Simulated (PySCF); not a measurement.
```csv
atom,x (Å),y (Å),z (Å)
C,2.1656,-0.1003,0.3022
C,0.9639,0.3986,0.3236
S,-0.1177,1.1428,-0.7372
Si,-1.8612,-0.0350,-0.1971
H,2.6367,-0.4444,1.2103
H,2.7597,-0.2253,-0.6008
H,-2.0316,0.0976,1.2425
H,-2.9152,0.5849,-0.9825
H,-1.5868,-1.4128,-0.5862
```

Geometry: GFN2-xTB.

Computed with UKS B3LYP, pcH-1 on C H S Si, non-relativistic, mean-field spin-orbit, GIAO in PySCF 2.14.0, density-fitted response routines.

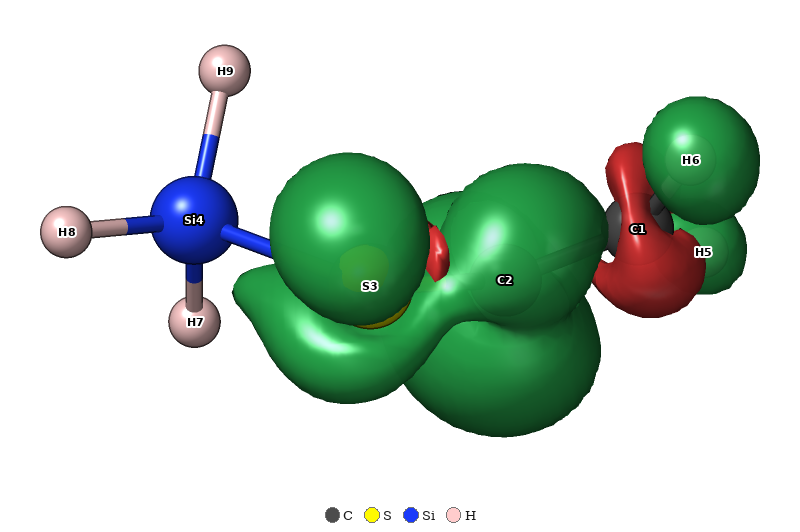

C₂H₅SSi (doublet). Isosurfaces of the spin density (α minus β) at +0.02 (green) and −0.02 e/Å³ (red), seen from one side.

> Describe the spin distribution.

The unpaired spin (1 electron) lies mostly on C2 (about 0.6) and S3 (about 0.2), in electrons by Hirshfeld's partition.
